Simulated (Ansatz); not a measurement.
System: KAgBi₂As₃.

```
K Ag Bi As
1.0
     4.30102    0.00000    0.00000
    -2.15051    3.72479    0.00000
     0.00000    0.00000   12.76813
K Ag Bi As
1 1 2 3
Direct
  0.66667 0.33333 0.50000
  0.33333 0.66667 0.00000
  0.00000 0.00000 0.80108
  0.00000 0.00000 0.19892
  0.66667 0.33333 0.00000
  0.33333 0.66667 0.68437
  0.33333 0.66667 0.31563
```

Space group P-6m2; a generated structure, not necessarily the stable one; computed without spin polarisation.

Level of theory: DFT PBE, scalar-relativistic, plane waves, PAW (Ansatz).

What can the converged valence pseudo-density and electron localisation function tell about the bonding?

Answer. Ag–As (2.48 Å): ρ at the midpoint is about 0.48 e/Å³; the ELF is about 0.35 at the midpoint.
K–As (3.42 Å): the density is about 0.07 e/Å³ at the midpoint, with its minimum of 0.06 e/Å³ about 1.5 Å from K; the ELF peaks at about 0.75 in the valence shell of As, 1.2 Å from its nucleus, and drops to about 0.05 between the two atoms (no shared electron pair shows on this line).

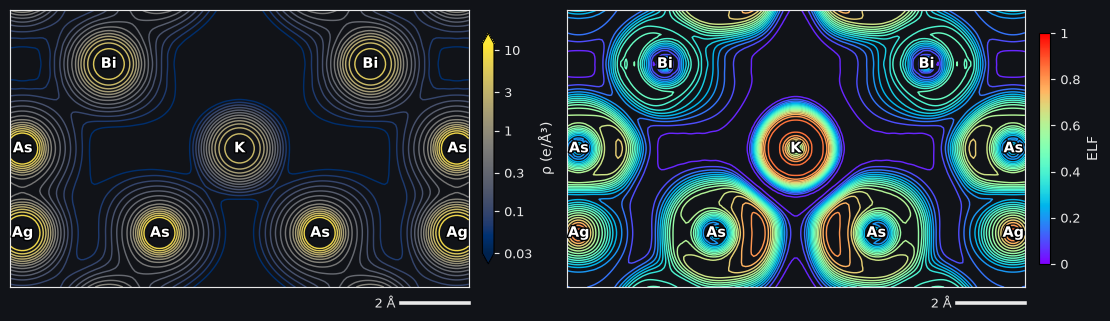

Computed valence pseudo-density and electron localisation function on the (110) plane of the conventional cell, in this order. 
